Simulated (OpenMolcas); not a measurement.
**Single-point calculation of C3H4**

The run: single-point calculation of C3H4, SMILES C=C=C. Method and program: CCSD(T)/def2-SVPD, RHF (OpenMolcas 26.06).

The geometry comes from this level: GFN2-xTB.

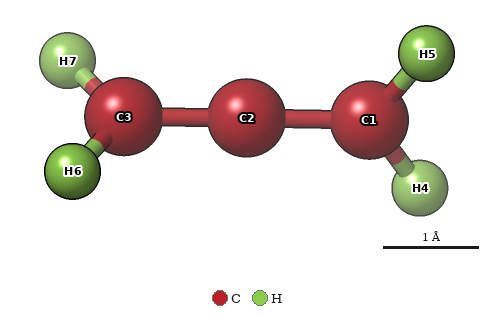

Fig. 1: The input geometry (ball-and-stick view, seen at a tilt; atoms are numbered from 1 in the order of the input). Bond lengths as drawn: C–C 1.29 Å and C–H 1.08 Å.

## The input
```
&GATEWAY
  BasLib
  $CurrDir
  Coord
  7
  bohr
  C     -1.96140344     0.62136085    -1.31912332
  C     -0.00328812     0.00754001     0.00840928
  C      1.96102549    -0.62147423     1.32010598
  H     -3.66187349    -0.49998374    -1.30428897
  H     -1.98111328     2.28647412    -2.49377708
  H      3.41651145    -1.82672266     0.55767708
  H      2.23014139     0.03276785     3.23097814
  Basis
  def2-SVPD
  Group
  NoSym

&SEWARD
  High

&SCF
  PrOrbitals
  0

&CHCC
  Frozen
  3

&CHT3
  Frozen
  3
```

Hardware: 1 thread of Arm Neoverse V2, 24 GiB of memory available, shared host.

Launch command:
```bash
export MOLCAS_MEM=1860
pymolcas job.inp > job.log
```

## Log
```
--- Start Module: gateway ---

                                              &GATEWAY

                       available to each process: 1.9 GB of memory, 1 thread

 Basis Set     1 Label: C.DEF2-SVPD
 Basis set is read from library:.
 basistype.tbl is not found

 Basis Set     2 Label: H.DEF2-SVPD
 Basis set is read from library:.
 basistype.tbl is not found

++    Symmetry information:
      ---------------------

                    Character Table for C1

                             E
                    a        1  x, y, xy, Rz, z, xz, Ry, yz, Rx, I
--

++    Basis set information:
      ----------------------

      Basis set label: C.DEF2-SVPD.........

      Electronic valence basis set:
      ------------------
      Associated Effective Charge   6.000000 au
      Associated Actual Charge      6.000000 au
      Nuclear Model: Point charge

      Shell  nPrim  nBasis  Cartesian Spherical Contaminant
         s       8       4        X
         p       4       2        X
         d       2       2                 X

      Basis set label: H.DEF2-SVPD.........

      Electronic valence basis set:
      ------------------
      Associated Effective Charge   1.000000 au
      Associated Actual Charge      1.000000 au
      Nuclear Model: Point charge

      Shell  nPrim  nBasis  Cartesian Spherical Contaminant
         s       4       2        X
         p       2       2        X
--

++    Molecular structure info:
      -------------------------

                    ************************************************
                    **** Cartesian Coordinates / bohr, angstrom ****
                    ************************************************

     Center  Label                x              y              z                     x              y              z
        1      C1              -1.961403       0.621361      -1.319123             -1.037930       0.328810      -0.698050
        2      C2              -0.003288       0.007540       0.008409             -0.001740       0.003990       0.004450
        3      C3               1.961025      -0.621474       1.320106              1.037730      -0.328870       0.698570
        4      H4              -3.661873      -0.499984      -1.304289             -1.937780      -0.264580      -0.690200
        5      H5              -1.981113       2.286474      -2.493777             -1.048360       1.209950      -1.319650
        6      H6               3.416511      -1.826723       0.557677              1.807940      -0.966660       0.295110
        7      H7               2.230141       0.032768       3.230978              1.180140       0.017340       1.709760

                    ***************************************
                    *    InterNuclear Distances / bohr    *
                    ***************************************

               1 C1            2 C2            3 C3            4 H4            5 H5            6 H6
    1 C1       0.000000
    2 C2       2.444041        0.000000
    3 C3       4.888315        2.444327        0.000000
    4 H4       2.036966        3.919949        6.206384        0.000000
    5 H5       2.037843        3.919983        6.208247        3.464706        0.000000
    6 H6       6.199795        3.919342        2.037734        7.438460        7.440706        0.000000
    7 H7       6.214412        3.920943        2.037618        7.454416        7.455648        3.465792

               7 H7
    7 H7       0.000000

                    *******************************************
                    *    InterNuclear Distances / angstrom    *
                    *******************************************

               1 C1            2 C2            3 C3            4 H4            5 H5            6 H6
    1 C1       0.000000
    2 C2       1.293331        0.000000
    3 C3       2.586785        1.293482        0.000000
    4 H4       1.077916        2.074348        3.284277        0.000000
    5 H5       1.078380        2.074366        3.285263        1.833443        0.000000
    6 H6       3.280790        2.074027        1.078323        3.936264        3.937452        0.000000
    7 H7       3.288525        2.074874        1.078261        3.944707        3.945359        1.834018

               7 H7
    7 H7       0.000000

                    **************************************
                    *    Valence Bond Angles / degree    *
                    **************************************
                          Atom centers                 Phi
                      2 C2       1 C1       4 H4       121.78
                      2 C2       1 C1       5 H5       121.74
                      4 H4       1 C1       5 H5       116.48
                      1 C1       2 C2       3 C3       179.47
                      2 C2       3 C3       6 H6       121.70
                      2 C2       3 C3       7 H7       121.79
                      6 H6       3 C3       7 H7       116.52

           ***************************************************************
           *              Valence Dihedral Angles / degree               *
           ***************************************************************
                    Atom centers                       Phi1     Phi2     Theta
           3 C3       2 C2       1 C1       4 H4        179.47   121.78    80.59
           3 C3       2 C2       1 C1       5 H5        179.47   121.74   -99.65
           1 C1       2 C2       3 C3       6 H6        179.47   121.70     9.53
           1 C1       2 C2       3 C3       7 H7        179.47   121.79  -170.54
--

            Nuclear Potential Energy             59.70420038 au

--- Stop Module: gateway /rc=_RC_ALL_IS_WELL_ ---

--- Start Module: seward ---

                                              &SEWARD

                       available to each process: 1.9 GB of memory, 1 thread

               SEWARD will generate:
                  Multipole Moment integrals up to order  2
                  Kinetic Energy integrals
                  Nuclear Attraction integrals (point charge)
                  One-Electron Hamiltonian integrals
                  Velocity integrals
                  Orbital angular momentum around ( -0.0010   0.0020   0.0026 )
                  Velocity quadrupole around ( -0.0010   0.0020   0.0026 )
                  Cholesky decomposed two-electron repulsion integrals
                   - CD Threshold:   1.00E-08

                   Integrals are discarded if absolute value <: 1.00E-40
                   Integral cutoff threshold is set to       <: 1.00E-40

            Nuclear Potential Energy             59.70420038 au

      Basis set specifications :
      Symmetry species         a
      Basis functions           92

--- Stop Module: seward /rc=_RC_ALL_IS_WELL_ ---
--- Module seward spent 2 seconds ---

--- Start Module: scf ---

                                                &SCF

                       available to each process: 1.9 GB of memory, 1 thread

++    Input section:
      --------------

      Header of the integral files:

      Cartesian coordinates in angstrom:
      -----------------------------------------------------
      No.  Label        X            Y            Z
      -----------------------------------------------------
       1   C1        -1.03793000   0.32881000  -0.69805000
       2   C2        -0.00174000   0.00399000   0.00445000
       3   C3         1.03773000  -0.32887000   0.69857000
       4   H4        -1.93778000  -0.26458000  -0.69020000
       5   H5        -1.04836000   1.20995000  -1.31965000
       6   H6         1.80794000  -0.96666000   0.29511000
       7   H7         1.18014000   0.01734000   1.70976000
      -----------------------------------------------------
      Nuclear repulsion energy =   59.70420038
--

++    Orbital specifications:
      -----------------------

      Symmetry species               1
                                     a
      Frozen orbitals                0
      Occupied orbitals             11
      Secondary orbitals            81
      Deleted orbitals               0
      Total number of orbitals      92
      Number of basis functions     92
--

      Molecular charge                           0.000

++    Optimization specifications:
      ----------------------------

      SCF Algorithm: LK-Cholesky
      LK screening threshold:                     4.50E-02
      Local-Exchange (LK) algorithm.
       - the density matrix is decomposed
      The actual AO density is used
      Number of density matrices in core                 5
      Maximum number of NDDO SCF iterations            400
      Maximum number of HF SCF iterations              400
      Threshold for SCF energy change             1.00E-09
      Threshold for density matrix                1.00E-04
      Threshold for Fock matrix                   1.50E-04
      Threshold for linear dependence             1.00E-09
      Threshold at which DIIS is turned on        1.50E-01
      Maximum depth in the DIIS procedure                5
      Maximum depth in the BFGS Hessian update          30
      Threshold at which QNR/C2DIIS is turned on  7.50E-02
      Threshold for Norm(delta) (QNR/C2DIIS)      1.00E-03
      All orbitals punched on: SCFORB
--

      Input vectors read from INPORB
      Orbital file label: *Guess orbitals

++ Convergence information
                                   SCF        iterations: Energy and convergence statistics

Iter     Tot. SCF        One-elec.       Two-elec.     Energy      Max Dij or  Max Fij      DNorm      TNorm      AccCon     Time
         Energy          Energy          Energy        Change      Delta Norm                                                in Sec.
   1  -115.539564888  -270.029142645    94.785377381   0.00E+00    1.32E-01*   1.20E-01*    4.95E+00   9.33E+01   None         0.
   2  -115.759380884  -273.546471522    98.082890263  -2.20E-01*   8.03E-02*   3.15E-02*    6.11E+00   9.47E+01   EDIIS        0.
   3  -115.777557692  -272.434797229    96.953039162  -1.82E-02*   2.55E-02*   1.32E-02*    5.92E+00   9.43E+01   c2DIIS       0.
   4  -115.780295978  -272.853328475    97.368832121  -2.74E-03*   1.71E-02*   4.64E-03*    5.94E+00   9.44E+01   QNRc2DIIS    0.
   5  -115.780757131  -272.726220892    97.241263386  -4.61E-04*   8.23E-03*   2.59E-03*    5.91E+00   9.44E+01   QNRc2DIIS    0.
   6  -115.780894844  -272.759123206    97.274027987  -1.38E-04*   2.92E-03*   5.80E-04*    5.91E+00   9.44E+01   QNRc2DIIS    0.
   7  -115.780903898  -272.774028688    97.288924415  -9.05E-06*   8.47E-04    1.97E-04*    5.91E+00   9.44E+01   QNRc2DIIS    0.
   8  -115.780904669  -272.770552015    97.285446970  -7.71E-07*   2.39E-04    1.01E-04     5.91E+00   9.44E+01   QNRc2DIIS    0.
   9  -115.780904764  -272.771383164    97.286278024  -9.58E-08*   2.56E-05    6.32E-06     5.91E+00   9.44E+01   QNRc2DIIS    0.
  10  -115.780904765  -272.771415219    97.286310078  -1.19E-09*   7.17E-06    1.19E-06     5.91E+00   9.44E+01   QNRc2DIIS    0.
  11  -115.780904766  -272.771417452    97.286312310  -6.61E-11    1.03E-06    2.14E-07     5.91E+00   9.44E+01   QNRc2DIIS    0.

       Convergence after  11 Iterations
--

 *****************************************************************************************************************************
 *                                             SCF/KS-DFT Program, Final results                                             *
 *                                                       Final Results                                                       *
 *****************************************************************************************************************************

::    Total SCF energy                               -115.7809047656
      One-electron energy                            -272.7714174516
      Two-electron energy                              97.2863123105
      Nuclear repulsion energy                         59.7042003756
      Kinetic energy (interpolated)                   115.1609557654
      Virial theorem                                    1.0053833263
      Total spin, S(S+1)                                0.0000000000
      Total spin, S                                     0.0000000000
      Max non-diagonal density matrix element           0.0000008536
      Max non-diagonal Fock matrix element              0.0000000956

      No orbitals printed

++    Molecular charges:
      ------------------

      Mulliken charges per centre
      ---------------------------

                C1      C2      C3      H4      H5      H6      H7
      Total    6.0901  5.6585  6.0898  1.0411  1.0399  1.0406  1.0399

      N-E     -0.0901  0.3415 -0.0898 -0.0411 -0.0399 -0.0406 -0.0399

      Total electronic charge=   22.000000

      Total            charge=   -0.000000
--

++    Molecular properties:
      ---------------------

      Charge (e):
                      =   -0.0000
      Dipole Moment (debye):
      Origin of the operator (angstrom)=   -0.0005    0.0011    0.0014
                   X=  1.4756E-03               Y= -4.0480E-03               Z= -5.1659E-03           Total=  6.7268E-03
      Quadrupole Moment (debye*angstrom):
      Origin of the operator (angstrom)=   -0.0005    0.0011    0.0014
                  XX= -1.7060E+01              XY= -8.3954E-01              XZ=  1.7904E+00              YY= -1.9448E+01
                  YZ= -5.6437E-01              ZZ= -1.8508E+01
      In traceless form (debye*angstrom)
                  XX=  1.9176E+00              XY= -1.2593E+00              XZ=  2.6857E+00              YY= -1.6640E+00
                  YZ= -8.4655E-01              ZZ= -2.5364E-01
--

--- Stop Module: scf /rc=_RC_ALL_IS_WELL_ ---
--- Module scf spent 2 seconds ---

--- Start Module: chcc ---

                                               &CHCC

                       available to each process: 1.9 GB of memory, 1 thread

  Serial run
 Number of Cholesky vectors      1053 on node (host)
 Max Size              :     232497285 in r*8 Words,   1773.8 Mb,  1.7 Gb

 None of OnTheFly/PreCalculate
 algorithm was selected. Using
 default: PreCalculate (1)

     Cholesky Based Closed-Shell CCSD code

 ---------------------------------------------------
 Frozen Orbitals                   :         3
 Occupied Orbitals                 :         8
 Virtual Orbitals                  :        81
 Total number of Cholesky Vectors  :      1053
 ---------------------------------------------------
 Large Virtual Segmentation        :  auto
 Small Vectors Segmentation        :  auto
 Cholesky Vectors Segmentation     :       200
 ---------------------------------------------------
 Generate Scratch Files?                :  Yes
 Precalculate (1) / On-the-Fly (0) Alg. :    1
 3 and 4-ext. MO integrals distribute?  :    1
 Parallel Join of varios MO integrals   :    2
 ---------------------------------------------------
 Convergence Threshold             :  1.00E-06
 Maximum number of Iterations      :        40
 ---------------------------------------------------
 Lun Number for Aux. Matrixes      :        13
 BLAS/FTN Matrix Handling          :         1
 Start from RstFil ?               :        No
 Print level                       :         1
 ---------------------------------------------------

 ===============================
 Autogenerating segmentation
 Nprocs:        1

 Final segmentation (Large/Small/Cholesky):    2   1     200
 ===============================

 Real Allocated Memory :      12870041 in r*8 Words,     98.2 Mb, 98.2 Gb

 E2 MP2    : -0.407430789238
 E2 ss     : -0.096248880486
 E2 os     : -0.311181908752

  V4 ints compressing factor:    5.6893591363991955
  Generation of integrals (Reord_chcc) done

 ------------------------
 Starting CCSD iterations
 ------------------------

                   CCSD Energy      Difference

 Iteration :   1 -0.424782117218
 Iteration :   2 -0.435976743692  0.011194626474
 Iteration :   3 -0.437977219973  0.002000476281
 Iteration :   4 -0.439178856717  0.001201636744
 Iteration :   5 -0.439600082935  0.000421226218
 Iteration :   6 -0.439837494017  0.000237411082
 Iteration :   7 -0.439946522479  0.000109028462
 Iteration :   8 -0.440007496511  0.000060974032
 Iteration :   9 -0.440038974965  0.000031478454
 Iteration :  10 -0.440056671392  0.000017696427
 Iteration :  11 -0.440066335294  0.000009663902
 Iteration :  12 -0.440071818620  0.000005483326
 Iteration :  13 -0.440074903338  0.000003084718
 Iteration :  14 -0.440076670881  0.000001767543
 Iteration :  15 -0.440077682830  0.000001011948
 Iteration :  16 -0.440078267878  0.000000585048

  Final CCSD energy decomposition
 E1 CCSD energy :  0.000000000000
 E2 CCSD energy : -0.440078267878
 E2 CCSD ss     : -0.087494130221
 E2 CCSD os     : -0.352584137656

--- Stop Module: chcc /rc=_RC_ALL_IS_WELL_ ---
--- Module chcc spent 59 seconds ---

--- Start Module: cht3 ---

                                               &CHT3

                       available to each process: 1.9 GB of memory, 1 thread

     Cholesky Based Closed-Shell (T) code

 --------------------------------------------------
 Frozen Orbitals                   :         3
 Occupied Orbitals                 :         8
 Virtual Orbitals                  :        81
 Total number of Cholesky Vectors  :      1053
 --------------------------------------------------
 Large Virtual Segmentation        :         2
 --------------------------------------------------
 Generate Triples Scratch Files?        :   Yes
 Stop after Scratch Files generation?   :   No
 --------------------------------------------------
 Calculating full loop A
 Calculating full loop B
 --------------------------------------------------
 Lun Number for Aux. Matrixes      :        13
 Print level                       :         1
 --------------------------------------------------

 Memory available for (T) calc =     232496749 in r*8 Words   1773.8 Mb  1.7 Gb
 Serial run

  Starting triply with blocked virtuals algorithm

  Virtual orbitals will be treated in blocks of:   81

Number of steps in loopa :      1
Number of steps in loopb :      1

 Creating KMAT, LMAT Scratch Integral Files-----------------------------

 FN,LU=KMATBA                   98
 Create of Integrals done-------------------------------------------------

 # of tasks to be parallelized in t3loop a =                     1
Tsk, nga, ngb, ngc, inc =     1   1   1   1 -.0008421903816142460 0.0000361694150237810      0.3 CPU [s]      0.3 Wall [s]
 t3loopa finished

 Spin case AAA done:  3.1000E-01 CPU [s]  3.2000E-01 Wall [s]

 # of tasks to be parallelized in t3loopb =                     1
Tsk, nga, ngb, ngc, inc =     1   1   1   1 -.0179106554004049671 0.0005280074674758559      3.2 CPU [s]      3.3 Wall [s]
 t3loopb finished

 Spin case AAB done:  3.2400E+00 CPU [s]  3.2800E+00 Wall [s]

 T2-W-T3 contribution from current amplitudes  -1.8752845782E-02

 5th order noniterative E[5] ST correction   5.2800746748E-04

 *************************************************

 Final Results :

   (T)     corr. = -0.018224838315
   CCSD(T) corr. = -0.458303106192

 *************************************************

 sorting cpu & wall        0.032        0.033 (min);   cpu/wall= 0.945
 aaa     cpu & wall        0.005        0.005 (min);   cpu/wall= 0.969
 aab     cpu & wall        0.054        0.055 (min);   cpu/wall= 0.988
 total   cpu & wall        0.091        0.093 (min);   cpu/wall= 0.971
--- Stop Module: cht3 /rc=_RC_ALL_IS_WELL_ ---
--- Module cht3 spent 5 seconds ---

.##################.
.# Happy landing! #.
.##################.

    Timing: Wall=70.07 User=68.57 System=1.49
```

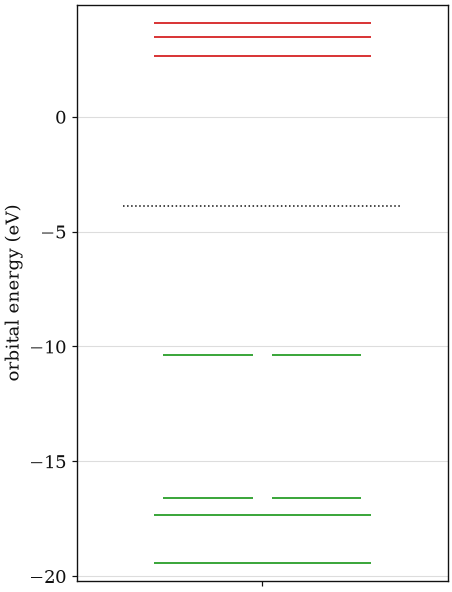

Fig. 2: Orbital energies near the frontier (SCF reference); the dotted line parts filled from empty levels, and levels within 0.02 eV of each other stand side by side. Highest filled −10.38 eV, lowest empty 2.63 eV, 13.01 eV apart.

## Results in brief

- outcome: converged
- total energy: −116.239208 hartree
- SCF energy: −115.780905 hartree
- MP2 energy: −116.188336 hartree
- CCSD energy: −116.220983 hartree
- correlation energy: −0.458303 hartree
- (T) correction: −0.018225 hartree
- basis functions: 92
- HOMO of the SCF reference: −10.38 eV
- LUMO of the SCF reference: 2.63 eV
- wall time: 71 s
- peak memory: 0.16 GiB
